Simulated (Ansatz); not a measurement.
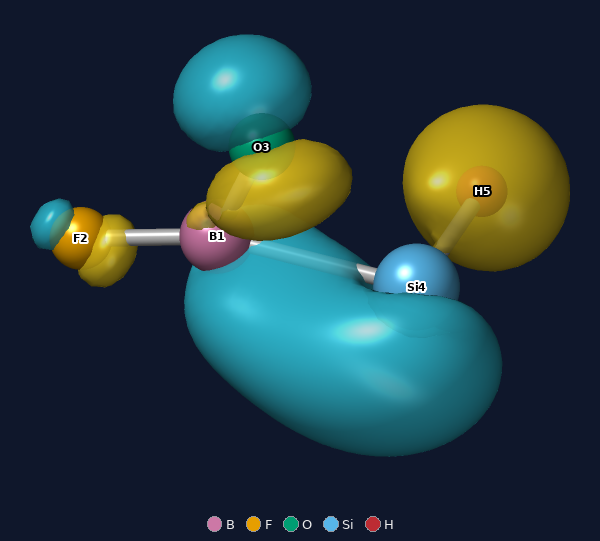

Figure. BFHOSi (charge −1). The HOMO−1 at ±0.15 Å⁻³ᐟ² (yellow and cyan are the two phases), seen from one side.

Geometry: PBE-D3(BJ)/def2-SVPD.

Computed with Ansatz, isolated molecule in a Gaussian basis; Kohn-Sham density functional theory, functional PBE0.

Input file:

```
crystal:
  periodic: [false, false, false]
  atoms:
    - {symbol: B, position_ang: [-1.689242, 1.111504, -0.567100]}
    - {symbol: F, position_ang: [-2.590900, 2.134832, -0.337549]}
    - {symbol: O, position_ang: [-0.401809, 1.275177, -0.857397]}
    - {symbol: Si, position_ang: [-0.890808, -0.686892, -0.732161]}
    - {symbol: H, position_ang: [-1.257589, -0.846994, -2.252504]}
basis:
  gaussian: {orbitals: def2-TZVPD}
total_charge: -1
hamiltonian: {xc: {name: PBE0}}
output: {forces: true, orbitals: {seedname: orbitals}}
```

Run with:

```sh
ansatz run input.yaml --threads 1 --pin off --max-ram 2610MiB --events-out events.jsonl --progress --plain --runs-dir runs
```

Describe this orbital and give its energy.

By Hirshfeld shares it lies mainly on Si4 (about 45 %), O3 (about 20 %), B1 (about 15 %) and H5 (about 15 %). Its energy is −1.69 eV.
